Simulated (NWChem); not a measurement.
**C2H7AlO (SMILES C[CH2][AlH][OH]): HF/6-31G(d) (spherical functions)**

Aim: the adiabatic ionisation energy of C2H7AlO at HF/6-31G* (spherical functions), from 2 runs. 

Program for the calculation: NWChem 7.3.0.

4 further runs of the same task are left out: 4 set aside as unsound or not needed. Runs told in other sessions of the task aren't counted.

## Step 1: Starting point

C2H7AlO has 11 atoms, charge 0, and is taken as a singlet. As SMILES, `C[CH2][AlH][OH]`. Geometry: relaxed at PBE0-D4/def2-TZVP. This is one conformer, not always the lowest. The run starts from this shape.

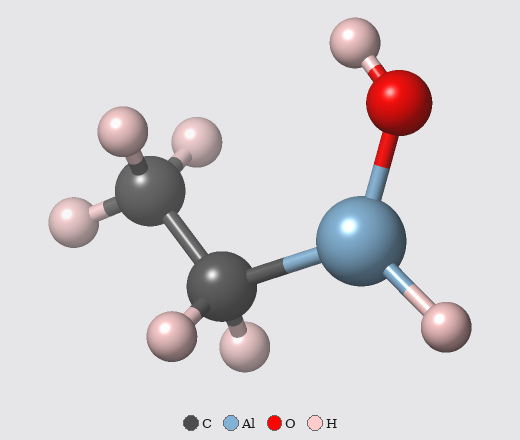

Viewed from a chosen angle; carbon dark grey, aluminium light blue, oxygen red, hydrogen pink.

## Step 2: A structure relaxation at HF/6-31G(d) (spherical functions)

Input file geom.nw:

```
start geom
title "C2H7AlO"
memory total 2200 mb
charge 0

geometry units au
  C   -2.10061956   1.56733885   0.20106686
  C    0.33240283   0.73321374   1.51556035
  Al   2.37066142  -1.79127139  -0.26040426
  O    1.44110514  -2.97972015  -3.09782804
  H   -3.38449949  -0.02248774  -0.11092692
  H   -3.14185865   2.97631865   1.29937568
  H   -1.72078461   2.40618827  -1.64954193
  H   -0.09316350  -0.01889726   3.40282983
  H    1.54730775   2.37500779   1.88575770
  H    4.95542882  -2.87748597   0.77932305
  H   -0.08277000  -2.47573020  -3.92647294
end

basis spherical bse
  * library 6-31G*
end

scf
  thresh 1e-07
  maxiter 80
  print low
end

driver
  maxiter 60
end

freq
  temp 2 298.15 500
end

task scf optimize
task scf frequencies
```

On the command line:

```bash
$ nwchem geom.nw > geom.out
```

Standard output:

```text
[...]
  functions       =    74
[...]
  wavefunction    = RHF
[...]
         Total SCF energy =   -396.615472555554
[...]
@    0    -396.61547256  0.0D+00  0.01235  0.00277  0.00000  0.00000     13.4
[...]
         Total SCF energy =   -396.615873307236
[...]
@    1    -396.61588779 -4.2D-04  0.00509  0.00106  0.01337  0.04269     32.2
[...]
@    5    -396.61600536 -6.4D-07  0.00012  0.00004  0.00148  0.00601    101.5
[...]
         Total SCF energy =   -396.616005598511
[...]
@    6    -396.61600560 -2.4D-07  0.00002  0.00001  0.00116  0.00502    117.4
[...]
         Total SCF energy =   -396.616005620818
      One-electron energy =   -853.817766101734
      Two-electron energy =    303.223300814839
 Nuclear repulsion energy =    153.978459666077
        Time for solution =      6.0s
 Line search:
[...]
         Total SCF energy =   -396.616005620818
[...]
                         RHF ENERGY GRADIENTS
    atom               coordinates                        gradient
                 x          y          z           x          y          z
   1 C      -1.323888  -3.536160   0.002989   -0.000013  -0.000008   0.000003
   2 C       1.227813  -2.145531  -0.004690    0.000002  -0.000032   0.000001
   3 Al      1.126284   1.588245   0.002546    0.000006   0.000020   0.000000
   4 O      -1.659399   3.198298  -0.001374   -0.000010  -0.000014  -0.000004
   5 H      -2.452800  -3.056059  -1.644407    0.000003   0.000002   0.000006
   6 H      -1.085223  -5.575861  -0.002658    0.000003   0.000008  -0.000000
   7 H      -2.438844  -3.063531   1.661998    0.000003   0.000002  -0.000006
   8 H       2.332617  -2.744656  -1.640535   -0.000007   0.000011  -0.000016
   9 H       2.346472  -2.751181   1.619194   -0.000000   0.000012   0.000012
  10 H       3.598018   3.262915   0.011463    0.000009  -0.000002   0.000004
  11 H      -3.272331   2.434329  -0.006154    0.000004   0.000002  -0.000000
[...]
@    7    -396.61600562 -2.2D-08  0.00001  0.00000  0.00022  0.00092    126.2
[...]
      Optimization converged
[...]
@    7    -396.61600562 -2.2D-08  0.00001  0.00000  0.00022  0.00092    126.2
[...]
         Total SCF energy =   -396.616005620818
[...]
 Zero-Point correction to Energy  =   56.723 kcal/mol  (  0.090393 au)
 Thermal correction to Energy     =   66.104 kcal/mol  (  0.105344 au)
 Thermal correction to Enthalpy   =   67.097 kcal/mol  (  0.106927 au)
 Total Entropy                    =   93.387 cal/mol-K
   - Translational                =   41.372 cal/mol-K (mol. weight =  74.0312)
   - Rotational                   =   27.182 cal/mol-K (symmetry #  =        1)
   - Vibrational                  =   24.834 cal/mol-K
 Cv (constant volume heat capacity) =   30.368 cal/mol-K
   - Translational                  =    2.979 cal/mol-K
   - Rotational                     =    2.979 cal/mol-K
   - Vibrational                    =   24.409 cal/mol-K
[...]
```

Wall time 2.5 min (1 thread of Intel Xeon Platinum 8488C (Sapphire Rapids), shared host); peak memory 0.15 GiB.

Step by step:

```tsv
step	energy from the first frame kept (eV)
0	0.0000
1	-0.0113
2	-0.0138
3	-0.0144
4	-0.0145
5	-0.0145
6	-0.0145
7	-0.0145
```

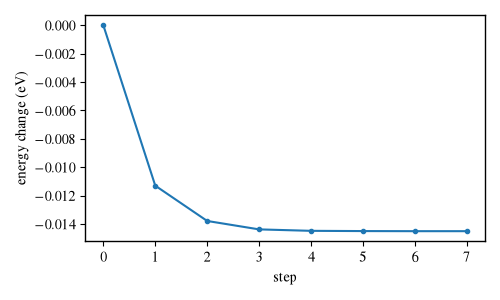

Energy along the run.

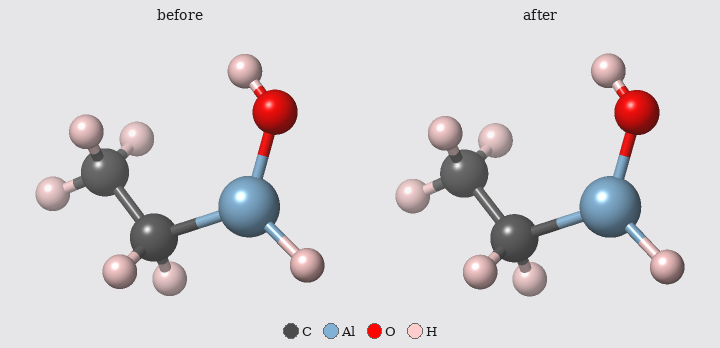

Before and after, at one scale.

After the run. Bond lengths: C1–C2 1.538 Å, C2–Al3 1.977 Å, Al3–O4 1.703 Å, C1–H5 1.087 Å, C1–H6 1.087 Å, C1–H7 1.087 Å, C2–H8 1.092 Å, C2–H9 1.092 Å, Al3–H10 1.580 Å, O4–H11 0.944 Å. Some angles: C1–C2–Al3 117.0°, C2–Al3–O4 121.6°, C1–C2–H8 109.5°, C1–C2–H9 109.5°, Al3–C2–H8 107.8°, Al3–C2–H9 107.9°, C2–C1–H5 111.6°, C2–C1–H6 111.9°, C2–C1–H7 111.6°, C2–Al3–H10 122.6°.

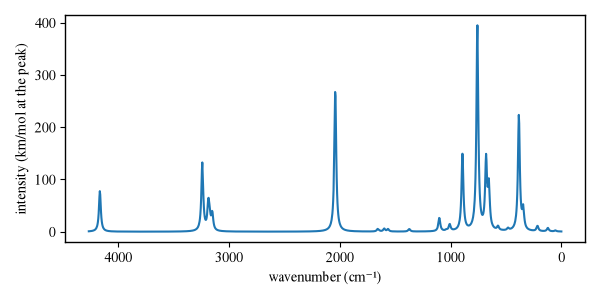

Harmonic infrared spectrum, unscaled, lines broadened by 10 cm⁻¹.

## Step 3: The doublet cation: a geometry optimisation at UHF/6-31G(d) (spherical functions)

Input file test.nw:

```
start test
title "C2H7AlO"
memory 2200 mb
charge 1

geometry units au noautosym
  C  -2.10061956  1.56733885  0.20106686
  C   0.33240283  0.73321374  1.51556035
  Al  2.37066142 -1.79127139 -0.26040426
  O   1.44110514 -2.97972015 -3.09782804
  H  -3.38449949 -0.02248774 -0.11092692
  H  -3.14185865  2.97631865  1.29937568
  H  -1.72078461  2.40618827 -1.64954193
  H  -0.09316350 -0.01889726  3.40282983
  H   1.54730775  2.37500779  1.88575770
  H   4.95542882 -2.87748597  0.77932305
  H  -0.08277000 -2.47573020 -3.92647294
end

basis spherical bse
  * library 6-31G*
end

scf
  doublet
  uhf
  thresh 1e-07
  maxiter 80
  print low
end

driver
  maxiter 60
end

freq
  temp 2 298.15 573.15
end

task scf optimize
task scf frequencies
```

On the command line:

```bash
$ nwchem test.nw > test.out
```

Standard output (excerpt; [...] marks lines left out):

```text
[...]
  functions       =    74
[...]
  wavefunction    = UHF
[...]
         Total SCF energy =   -396.279180699415
[...]
@    0    -396.27918070  0.0D+00  0.04932  0.00983  0.00000  0.00000     22.8
[...]
         Total SCF energy =   -396.298627462417
[...]
@    1    -396.31111461 -3.2D-02  0.02193  0.00621  0.11907  0.29922     54.6
[...]
@   19    -396.32516127 -7.2D-07  0.00012  0.00003  0.00173  0.00545    500.6
[...]
         Total SCF energy =   -396.325161426025
[...]
@   20    -396.32516143 -1.5D-07  0.00003  0.00001  0.00116  0.00282    520.5
[...]
         Total SCF energy =   -396.325161447464
      One electron energy =   -841.133036642168
      Two electron energy =    292.519690023339
 Nuclear repulsion energy =    152.288185171364
                       Sz =      0.5000
                 Sz(Sz+1) =      0.7500
                      S^2 =      0.7595
[...]
         Total SCF energy =   -396.325161447464
[...]
                         UHF ENERGY GRADIENTS
    atom               coordinates                        gradient
                 x          y          z           x          y          z
   1 C      -2.909895   2.457907   0.718762   -0.000000  -0.000002  -0.000002
   2 C      -0.561104   1.739850   2.124986   -0.000007   0.000017   0.000020
   3 Al      1.698415  -1.248303  -0.139960    0.000008   0.000020   0.000033
   4 O       0.026340  -1.748428  -2.686322    0.000004   0.000003   0.000014
   5 H      -4.181396   0.879744   0.459062    0.000006   0.000003  -0.000006
   6 H      -3.882603   3.859370   1.878621   -0.000002   0.000004   0.000002
   7 H      -2.508124   3.322543  -1.088455   -0.000002  -0.000010   0.000000
   8 H      -0.732067   0.560205   3.789427    0.000005  -0.000014  -0.000013
   9 H       0.989965   3.073868   2.197337    0.000006  -0.000010  -0.000016
  10 H       4.074024  -1.836542   1.457615   -0.000014  -0.000005  -0.000019
  11 H      -0.090241  -2.654273  -4.220697   -0.000002  -0.000005  -0.000013
[...]
@   21    -396.32516145 -2.1D-08  0.00002  0.00001  0.00017  0.00038    529.5
[...]
      Optimization converged
[...]
@   21    -396.32516145 -2.1D-08  0.00002  0.00001  0.00017  0.00038    529.5
[...]
         Total SCF energy =   -396.325161447464
[...]
```

Run time: 9.4 min. Hardware: 1 thread of Intel Xeon Platinum 8488C (Sapphire Rapids), shared host; peak memory 0.17 GiB.

Steps, from the record of the run:

```tsv
step	energy from the first frame kept (eV)
0	0.0000
1	-0.8690
2	-1.1048
3	-1.1772
4	-1.2000
5	-1.2115
6	-1.2147
7	-1.2175
8	-1.2208
9	-1.1968
10	-1.2307
11	-1.2363
12	-1.2432
13	-1.2474
14	-1.2491
15	-1.2506
16	-1.2510
17	-1.2511
18	-1.2512
19	-1.2512
20	-1.2512
21	-1.2512
```

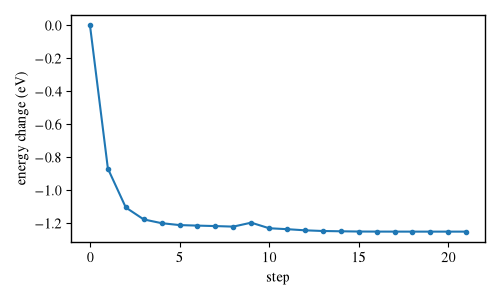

Energy along the run.

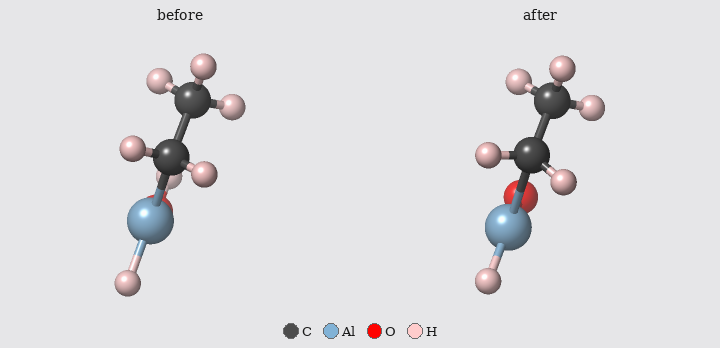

Before and after, at one scale.

After the run. Bond lengths: C1–C2 1.498 Å, C2–Al3 2.317 Å, Al3–O4 1.634 Å, C1–H5 1.081 Å, C1–H6 1.092 Å, C1–H7 1.081 Å, C2–H8 1.083 Å, C2–H9 1.083 Å, Al3–H10 1.547 Å, O4–H11 0.945 Å. Some angles: C1–C2–Al3 110.1°, C2–Al3–O4 104.9°, C1–C2–H8 118.7°, C1–C2–H9 118.8°, Al3–C2–H8 94.0°, Al3–C2–H9 94.1°, C2–C1–H5 112.6°, C2–C1–H6 106.5°, C2–C1–H7 112.6°, C2–Al3–H10 105.9°.

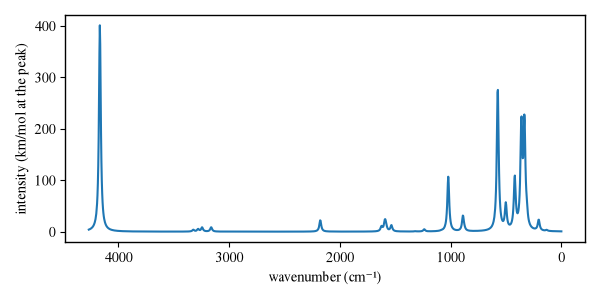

Harmonic infrared spectrum, unscaled, lines broadened by 10 cm⁻¹.

## Step 4: What came out

At HF/6-31G* (spherical functions):

```
                                                               quantity                 value
                              run 1, HF/6-31G*: total energy at the end         -396.61601 Eh
                           run 1, HF/6-31G*: lowest harmonic wavenumber               54 cm⁻¹
                          run 1, HF/6-31G*: highest harmonic wavenumber             4163 cm⁻¹
                                    run 1, HF/6-31G*: zero-point energy          237.3 kJ/mol
                                doublet cation: total energy at the end         -396.32516 Eh
                                                   doublet cation: ⟨S²⟩                 0.759
                             doublet cation: lowest harmonic wavenumber  26i cm⁻¹ (imaginary)
                            doublet cation: highest harmonic wavenumber             4168 cm⁻¹
adiabatic ionisation energy (to the doublet cation, no zero-point term)              7.914 eV
```

**Reading.** The adiabatic ionisation energy (to the doublet cation, no zero-point term) is 7.91 eV (183 kcal/mol). All 27 modes (run 1, HF/6-31G*) are real, so the shape is a minimum at this level. The optimisation (run 1, HF/6-31G*) took 8 steps and changed the energy by -0.015 eV. 1 mode (doublet cation) is imaginary (lowest 26i cm⁻¹); so small a value may be numerical noise or a very soft motion. The optimisation (doublet cation) took 22 steps and changed the energy by -1.251 eV.
